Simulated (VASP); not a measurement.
Band structure of CdMg3Te4 (ordered alloy cell). Calculation: PBEsol GGA, VASP's PBE PAW potentials (set 64) (plane waves; VASP 6.6.1).

Unless said otherwise, spin-orbit coupling is left out, though it shifts the bands of the heavy elements here.

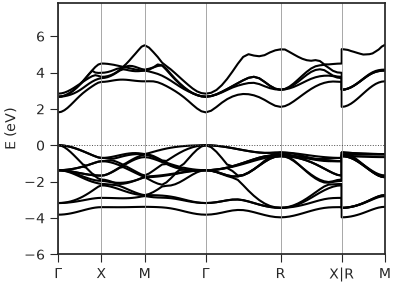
Figure. Bands along high-symmetry lines, zero at the valence-band maximum or, without a gap, the Fermi level

Task: Read the plot: is there a gap, and where are the band edges?

Result: The gap is direct, 1.81 eV, from the valence maximum at Γ to the conduction minimum at Γ. (Edges off the drawn lines would not show.)

The structure was generated: CdMg3Te4 was put into an ordered model structure (P-43m), which need not be its known phase. It was relaxed first.
